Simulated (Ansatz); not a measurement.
**Geometry relaxation, with input and output: CH₇AlOSi (part 2 of 3)**

CH₇AlOSi; HF/3-21G, RHF (Ansatz 0.2.0). The geometry comes from this level: PBE0-D4/def2-TZVP.

Geometry of the input (Å):
```
C  -1.5161  1.5368  -0.4274
Al -1.1482  -0.1719  0.4194
O  0.4075  -0.8233  0.3504
Si 1.9607  -1.2208  0.1134
H  -0.7966  1.7742  -1.2149
H  -1.4670  2.3454  0.3109
H  -2.5216  1.5665  -0.8570
H  -2.2265  -1.0181  1.2097
H  2.7315  -1.0466  1.3740
H  2.5735  -0.3599  -0.9363
H  2.0681  -2.6394  -0.3215
```

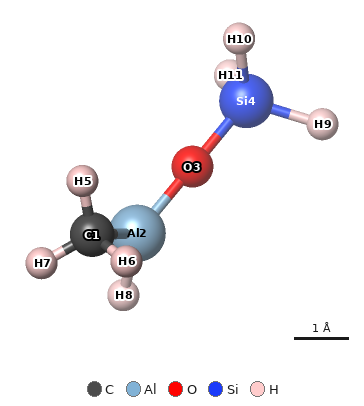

Figure 1. The geometry at step 13 of the log (ball-and-stick view, seen at a tilt; atoms are numbered from 1 in the order of the input).

Trajectory as extended XYZ, continued
```
11
Properties=species:S:1:pos:R:3:forces:R:3 step=3 energy=-17531.28679
C    -1.5510    1.5698   -0.4301   -0.0125   0.0362  -0.0003
Al   -1.1440   -0.1739    0.4196    0.0293  -0.0648   0.0196
O     0.4116   -0.8160    0.3417   -0.0939   0.1309  -0.0496
Si    1.9877   -1.2466    0.1238    0.1318  -0.0683   0.0043
H    -0.8587    1.8097   -1.2332    0.0061  -0.0175   0.0025
H    -1.4909    2.3809    0.2960    0.0011  -0.0129   0.0034
H    -2.5584    1.5861   -0.8404   -0.0079  -0.0133   0.0085
H    -2.2504   -1.0200    1.2043    0.0182   0.0069  -0.0075
H     2.7752   -1.0833    1.3759   -0.0295   0.0048   0.0009
H     2.6312   -0.4007   -0.9225   -0.0111  -0.0145   0.0141
H     2.1130   -2.6631   -0.3143   -0.0316   0.0126   0.0043
11
Properties=species:S:1:pos:R:3:forces:R:3 step=4 energy=-17531.29507
C    -1.5837    1.5866   -0.4281    0.0010   0.0016  -0.0145
Al   -1.1179   -0.1557    0.3955   -0.0842   0.0226   0.0218
O     0.4451   -0.7639    0.2950    0.0287   0.0215  -0.0220
Si    2.0084   -1.2615    0.1265    0.0391  -0.0133  -0.0003
H    -0.9170    1.8455   -1.2474   -0.0082  -0.0072   0.0112
H    -1.5229    2.3931    0.3026    0.0058  -0.0086   0.0027
H    -2.6020    1.5815   -0.8115    0.0047  -0.0063   0.0064
H    -2.1986   -1.0280    1.1893    0.0215  -0.0012  -0.0103
H     2.7626   -1.1093    1.4002   -0.0111  -0.0054  -0.0063
H     2.7094   -0.4568   -0.9128    0.0131  -0.0143   0.0045
H     2.0820   -2.6885   -0.2885   -0.0103   0.0105   0.0067
11
Properties=species:S:1:pos:R:3:forces:R:3 step=5 energy=-17531.29679
C    -1.6186    1.6037   -0.4283   -0.0193  -0.0116   0.0024
Al   -1.0957   -0.1305    0.3770   -0.0652   0.0045  -0.0560
O     0.4783   -0.7031    0.2465    0.1990  -0.0522  -0.0091
Si    2.0265   -1.2699    0.1265   -0.0522  -0.0110   0.0222
H    -0.9853    1.8810   -1.2685   -0.0180  -0.0268   0.0352
H    -1.5470    2.4048    0.3071   -0.0056   0.0198  -0.0106
H    -2.6503    1.5790   -0.7754    0.0342   0.0089   0.0129
H    -2.1396   -1.0484    1.1698    0.0086   0.0237   0.0006
H     2.7462   -1.1448    1.4232   -0.0082   0.0362  -0.0098
H     2.8049   -0.5200   -0.9015   -0.0551  -0.0210   0.0404
H     2.0459   -2.7089   -0.2558   -0.0181   0.0295  -0.0281
11
Properties=species:S:1:pos:R:3:forces:R:3 step=6 energy=-17531.29729
C    -1.6202    1.6046   -0.4252    0.0025  -0.0273  -0.0265
Al   -1.0949   -0.1361    0.3637   -0.0147   0.0319   0.0466
O     0.4820   -0.7072    0.2438    0.0740  -0.0327   0.0030
Si    2.0294   -1.2757    0.1336   -0.0762   0.0706  -0.0672
H    -0.9893    1.8756   -1.2683   -0.0122   0.0105   0.0012
H    -1.5421    2.4081    0.3069    0.0071  -0.0142   0.0020
H    -2.6529    1.5838   -0.7681    0.0169   0.0046   0.0051
H    -2.1371   -1.0457    1.1668   -0.0007  -0.0058  -0.0168
H     2.7473   -1.1298    1.4290   -0.0096  -0.0333  -0.0149
H     2.8007   -0.5244   -0.8971   -0.0060  -0.0167   0.0269
H     2.0425   -2.7102   -0.2645    0.0190   0.0123   0.0404
11
Properties=species:S:1:pos:R:3:forces:R:3 step=7 energy=-17531.29833
C    -1.6162    1.6016   -0.4256   -0.0048  -0.0041   0.0034
Al   -1.0990   -0.1381    0.3668    0.0049  -0.0029   0.0031
O     0.4802   -0.7051    0.2520   -0.0026  -0.0058  -0.0003
Si    2.0264   -1.2687    0.1330   -0.0036   0.0026   0.0020
H    -0.9987    1.8620   -1.2812    0.0037   0.0017  -0.0079
H    -1.5128    2.4064    0.3016    0.0044   0.0077   0.0036
H    -2.6548    1.5934   -0.7477   -0.0067   0.0022  -0.0017
H    -2.1482   -1.0566    1.1494    0.0021  -0.0015  -0.0023
H     2.7485   -1.1305    1.4262    0.0005  -0.0002   0.0001
H     2.7942   -0.5171   -0.8973    0.0003   0.0019  -0.0007
H     2.0456   -2.7045   -0.2565    0.0017  -0.0017   0.0006
11
Properties=species:S:1:pos:R:3:forces:R:3 step=8 energy=-17531.29853
C    -1.6154    1.6016   -0.4248   -0.0018   0.0015   0.0005
Al   -1.1009   -0.1411    0.3631   -0.0069  -0.0083   0.0050
O     0.4782   -0.7086    0.2508   -0.0008  -0.0002   0.0007
Si    2.0263   -1.2674    0.1349   -0.0002  -0.0001  -0.0002
H    -1.0112    1.8529   -1.2930    0.0000  -0.0004  -0.0026
H    -1.4893    2.4082    0.2972    0.0034   0.0018  -0.0001
H    -2.6599    1.6036   -0.7277   -0.0011   0.0007   0.0014
H    -2.1527   -1.0630    1.1393    0.0064   0.0038  -0.0054
H     2.7458   -1.1264    1.4292    0.0000   0.0006   0.0006
H     2.7932   -0.5134   -0.8945    0.0005   0.0002   0.0000
H     2.0513   -2.7034   -0.2536    0.0005   0.0003   0.0001
11
Properties=species:S:1:pos:R:3:forces:R:3 step=9 energy=-17531.28433 accepted=F
C    -1.6099    1.6016   -0.4194   -0.1442   0.4211  -0.0702
Al   -1.1172   -0.1656    0.3308   -0.0556  -0.0302   0.0230
O     0.4652   -0.7271    0.2386    0.0222   0.0184   0.0035
Si    2.0262   -1.2547    0.1499    0.0033  -0.0287  -0.0001
H    -1.1165    1.7803   -1.3885   -0.2611  -0.0202   0.4417
H    -1.2997    2.4183    0.2618   -0.1880  -0.4212  -0.4224
H    -2.7020    1.6837   -0.5624    0.6063   0.0027   0.0538
H    -2.1857   -1.1154    1.0548    0.0330   0.0339  -0.0264
H     2.7225   -1.0950    1.4551   -0.0057   0.0094  -0.0031
H     2.7940   -0.4901   -0.8712   -0.0033  -0.0025   0.0036
H     2.0885   -2.6930   -0.2287   -0.0071   0.0173  -0.0035
11
Properties=species:S:1:pos:R:3:forces:R:3 step=10 energy=-17531.29873
C    -1.6147    1.6016   -0.4240    0.0020  -0.0044   0.0012
Al   -1.1035   -0.1446    0.3593    0.0005   0.0035  -0.0021
O     0.4768   -0.7097    0.2506    0.0011  -0.0016   0.0000
Si    2.0262   -1.2654    0.1370   -0.0016   0.0009   0.0006
H    -1.0248    1.8429   -1.3048   -0.0018  -0.0018  -0.0011
H    -1.4645    2.4094    0.2920    0.0014   0.0009   0.0000
H    -2.6648    1.6141   -0.7065   -0.0016   0.0029   0.0018
H    -2.1566   -1.0707    1.1271   -0.0007  -0.0011  -0.0011
H     2.7437   -1.1221    1.4323   -0.0001   0.0004   0.0005
H     2.7930   -0.5107   -0.8918    0.0005   0.0004  -0.0001
H     2.0546   -2.7017   -0.2505    0.0004  -0.0002   0.0001
11
Properties=species:S:1:pos:R:3:forces:R:3 step=11 energy=-17531.29844 accepted=F
C    -1.6126    1.6013   -0.4208   -0.0309   0.0981  -0.0115
Al   -1.1120   -0.1570    0.3444    0.0036   0.0172  -0.0086
O     0.4722   -0.7140    0.2494   -0.0001  -0.0007  -0.0015
Si    2.0263   -1.2585    0.1455   -0.0033   0.0021   0.0018
H    -1.0782    1.8048   -1.3501   -0.0769  -0.0072   0.1071
H    -1.3704    2.4132    0.2719   -0.0415  -0.1128  -0.1155
H    -2.6837    1.6549   -0.6243    0.1554   0.0076   0.0252
H    -2.1729   -1.0991    1.0802   -0.0048  -0.0049   0.0024
H     2.7359   -1.1065    1.4442   -0.0014  -0.0002  -0.0006
H     2.7927   -0.5006   -0.8813    0.0005  -0.0001   0.0001
H     2.0679   -2.6954   -0.2384   -0.0004   0.0008   0.0010
11
Properties=species:S:1:pos:R:3:forces:R:3 step=12 energy=-17531.29852 accepted=F
C    -1.6161    1.6005   -0.4235    0.0189   0.0282  -0.0183
Al   -1.1012   -0.1451    0.3585   -0.0346  -0.0096   0.0034
O     0.4787   -0.7108    0.2506   -0.0535   0.0296  -0.0013
Si    2.0272   -1.2654    0.1372    0.0333  -0.0156  -0.0020
H    -1.0271    1.8389   -1.3065   -0.0114   0.0050   0.0152
H    -1.4610    2.4085    0.2918    0.0074  -0.0068  -0.0106
H    -2.6669    1.6198   -0.7041    0.0117  -0.0230   0.0118
H    -2.1561   -1.0713    1.1245    0.0068  -0.0029   0.0003
H     2.7421   -1.1210    1.4343    0.0069  -0.0042  -0.0134
H     2.7925   -0.5086   -0.8924    0.0011  -0.0156   0.0133
H     2.0533   -2.7026   -0.2498    0.0134   0.0149   0.0017
11
Properties=species:S:1:pos:R:3:forces:R:3 step=13 energy=-17531.29876
C    -1.6147    1.6016   -0.4239    0.0017  -0.0037   0.0009
Al   -1.1038   -0.1450    0.3587    0.0005   0.0030  -0.0017
O     0.4766   -0.7099    0.2505    0.0009  -0.0013  -0.0001
Si    2.0262   -1.2652    0.1373   -0.0013   0.0008   0.0006
H    -1.0267    1.8416   -1.3063   -0.0018  -0.0017  -0.0011
H    -1.4613    2.4095    0.2913    0.0015   0.0007   0.0000
H    -2.6655    1.6155   -0.7036   -0.0014   0.0027   0.0019
H    -2.1572   -1.0717    1.1255   -0.0008  -0.0011  -0.0011
H     2.7434   -1.1216    1.4327   -0.0001   0.0005   0.0005
H     2.7930   -0.5105   -0.8915    0.0004   0.0003   0.0000
H     2.0551   -2.7015   -0.2500    0.0003  -0.0001   0.0002
11
Properties=species:S:1:pos:R:3:forces:R:3 step=14 energy=-17531.29908
C    -1.6136    1.6015   -0.4220   -0.0107   0.0310  -0.0016
Al   -1.1075   -0.1502    0.3516   -0.0019  -0.0088  -0.0085
O     0.4747   -0.7115    0.2497    0.0012   0.0018   0.0017
Si    2.0264   -1.2618    0.1417   -0.0006   0.0002   0.0014
H    -1.0554    1.8225   -1.3297   -0.0200  -0.0043   0.0255
H    -1.4133    2.4116    0.2806   -0.0064  -0.0257  -0.0294
H    -2.6751    1.6362   -0.6603    0.0378   0.0025   0.0091
H    -2.1656   -1.0870    1.0996    0.0015   0.0021   0.0011
H     2.7396   -1.1133    1.4388   -0.0004   0.0003   0.0006
H     2.7936   -0.5064   -0.8864   -0.0003   0.0005  -0.0002
H     2.0615   -2.6987   -0.2429   -0.0004   0.0003   0.0003
11
Properties=species:S:1:pos:R:3:forces:R:3 step=15 energy=-17531.29803 accepted=F
C    -1.6127    1.6011   -0.4201   -0.0526   0.1040  -0.0438
Al   -1.1157   -0.1649    0.3276    0.0205   0.0423   0.0756
O     0.4709   -0.7170    0.2424   -0.0124  -0.0050  -0.0237
Si    2.0272   -1.2569    0.1484   -0.0037  -0.0028  -0.0012
H    -1.0995    1.7992   -1.3626   -0.0762   0.0021   0.1099
H    -1.3425    2.4089    0.2673   -0.0391  -0.1274  -0.1150
H    -2.6880    1.6699   -0.5967    0.1688   0.0016   0.0208
H    -2.1741   -1.1027    1.0730   -0.0083  -0.0158  -0.0235
H     2.7298   -1.0999    1.4504   -0.0027   0.0005  -0.0043
H     2.7962   -0.4999   -0.8773    0.0019  -0.0008   0.0032
H     2.0736   -2.6948   -0.2317    0.0037   0.0013   0.0020
11
Properties=species:S:1:pos:R:3:forces:R:3 step=16 energy=-17531.29934
C    -1.6129    1.6018   -0.4207   -0.0130   0.0291   0.0055
Al   -1.1101   -0.1542    0.3461    0.0001  -0.0050  -0.0177
O     0.4734   -0.7126    0.2489    0.0038   0.0015   0.0036
Si    2.0268   -1.2595    0.1450   -0.0049   0.0020   0.0018
H    -1.0781    1.8097   -1.3455   -0.0190  -0.0039   0.0261
H    -1.3794    2.4122    0.2711   -0.0071  -0.0267  -0.0311
H    -2.6802    1.6513   -0.6282    0.0407   0.0014   0.0072
H    -2.1713   -1.0978    1.0806   -0.0001   0.0011   0.0044
H     2.7369   -1.1076    1.4433   -0.0006   0.0003   0.0010
H     2.7943   -0.5037   -0.8825    0.0003   0.0006  -0.0009
H     2.0660   -2.6968   -0.2374   -0.0003  -0.0005   0.0001
11
Properties=species:S:1:pos:R:3:forces:R:3 step=17 energy=-17531.29954
C    -1.6127    1.6017   -0.4198   -0.0165   0.0194  -0.0095
Al   -1.1136   -0.1612    0.3340    0.0070   0.0196   0.0260
O     0.4720   -0.7150    0.2450   -0.0042  -0.0018  -0.0089
Si    2.0274   -1.2572    0.1484   -0.0047  -0.0001  -0.0005
H    -1.1022    1.7993   -1.3605   -0.0183   0.0017   0.0234
H    -1.3456    2.4098    0.2625   -0.0042  -0.0315  -0.0269
H    -2.6846    1.6681   -0.5961    0.0408  -0.0011   0.0049
H    -2.1750   -1.1052    1.0676   -0.0024  -0.0064  -0.0095
H     2.7319   -1.1016    1.4494   -0.0011   0.0006  -0.0011
H     2.7962   -0.5008   -0.8777    0.0017  -0.0003   0.0012
H     2.0717   -2.6950   -0.2320    0.0021  -0.0002   0.0008
11
Properties=species:S:1:pos:R:3:forces:R:3 step=18 energy=-17531.29966
C    -1.6122    1.6021   -0.4177   -0.0317   0.0689  -0.0052
Al   -1.1159   -0.1649    0.3281   -0.0048   0.0006   0.0020
O     0.4711   -0.7155    0.2445   -0.0061   0.0051  -0.0023
Si    2.0280   -1.2542    0.1532   -0.0008  -0.0012   0.0010
H    -1.1381    1.7811   -1.3826   -0.0384  -0.0012   0.0669
H    -1.2975    2.4104    0.2462   -0.0240  -0.0660  -0.0685
H    -2.6906    1.6899   -0.5487    0.1009  -0.0071   0.0088
H    -2.1827   -1.1216    1.0377    0.0029   0.0009  -0.0029
H     2.7282   -1.0943    1.4561   -0.0009  -0.0001  -0.0021
H     2.7981   -0.4975   -0.8720    0.0004  -0.0022   0.0017
H     2.0769   -2.6927   -0.2242    0.0024   0.0022   0.0005
11
Properties=species:S:1:pos:R:3:forces:R:3 step=19 energy=-17531.29991
C    -1.6121    1.6018   -0.4182   -0.0226   0.0447   0.0006
Al   -1.1157   -0.1641    0.3295    0.0001   0.0011  -0.0032
O     0.4711   -0.7151    0.2449   -0.0006   0.0019  -0.0015
Si    2.0278   -1.2544    0.1530   -0.0004  -0.0004   0.0010
H    -1.1377    1.7824   -1.3815   -0.0190  -0.0054   0.0345
H    -1.3004    2.4105    0.2447   -0.0109  -0.0382  -0.0363
H    -2.6892    1.6879   -0.5509    0.0542  -0.0049   0.0052
H    -2.1818   -1.1202    1.0405    0.0002   0.0004  -0.0010
H     2.7278   -1.0970    1.4561   -0.0009   0.0003  -0.0002
H     2.7988   -0.4967   -0.8706   -0.0002  -0.0001   0.0005
H     2.0767   -2.6922   -0.2268    0.0001   0.0006   0.0005
11
Properties=species:S:1:pos:R:3:forces:R:3 step=20 energy=-17531.29976 accepted=F
C    -1.6104    1.6006   -0.4166   -0.0062  -0.0062  -0.0033
Al   -1.1203   -0.1644    0.3255    0.0622  -0.0673   0.0193
O     0.4688   -0.7118    0.2421   -0.0388   0.0073   0.0039
Si    2.0254   -1.2501    0.1538    0.0215  -0.0113   0.0011
H    -1.1472    1.7695   -1.3860   -0.0088   0.0231  -0.0085
H    -1.2782    2.4039    0.2394   -0.0052   0.0290  -0.0085
H    -2.6867    1.6944   -0.5331   -0.0075   0.0264  -0.0074
H    -2.1851   -1.1250    1.0304   -0.0095  -0.0065   0.0034
H     2.7235   -1.0917    1.4579   -0.0028   0.0029   0.0009
H     2.7990   -0.4942   -0.8691   -0.0030   0.0023  -0.0003
H     2.0765   -2.6885   -0.2238   -0.0021   0.0003  -0.0008
11
Properties=species:S:1:pos:R:3:forces:R:3 step=21 energy=-17531.30008
C    -1.6122    1.6017   -0.4176   -0.0044   0.0101   0.0001
Al   -1.1165   -0.1650    0.3272    0.0086  -0.0046   0.0035
O     0.4709   -0.7147    0.2437   -0.0096   0.0021  -0.0013
Si    2.0277   -1.2535    0.1539    0.0029   0.0001   0.0003
H    -1.1464    1.7779   -1.3848   -0.0022  -0.0007  -0.0001
H    -1.2901    2.4092    0.2395    0.0009  -0.0038  -0.0037
H    -2.6886    1.6924   -0.5405    0.0042  -0.0006   0.0014
H    -2.1828   -1.1225    1.0358   -0.0009  -0.0021  -0.0013
H     2.7257   -1.0961    1.4581   -0.0003  -0.0005   0.0001
H     2.7999   -0.4954   -0.8684    0.0004  -0.0002   0.0001
H     2.0776   -2.6912   -0.2262    0.0004   0.0002   0.0008
11
Properties=species:S:1:pos:R:3:forces:R:3 step=22 energy=-17531.30024
C    -1.6119    1.6020   -0.4165   -0.0024   0.0082  -0.0018
Al   -1.1185   -0.1675    0.3223    0.0127  -0.0094   0.0048
O     0.4701   -0.7146    0.2421   -0.0087   0.0018  -0.0010
Si    2.0277   -1.2515    0.1565    0.0055  -0.0036   0.0004
H    -1.1673    1.7687   -1.3955   -0.0046   0.0001   0.0030
H    -1.2642    2.4081    0.2290   -0.0013  -0.0025  -0.0048
H    -2.6898    1.7040   -0.5143    0.0029   0.0035   0.0001
H    -2.1858   -1.1305    1.0218   -0.0019  -0.0007  -0.0016
H     2.7224   -1.0930    1.4624   -0.0007   0.0016   0.0002
H     2.8019   -0.4934   -0.8645   -0.0006   0.0012   0.0007
H     2.0807   -2.6893   -0.2225   -0.0010  -0.0003   0.0000
```
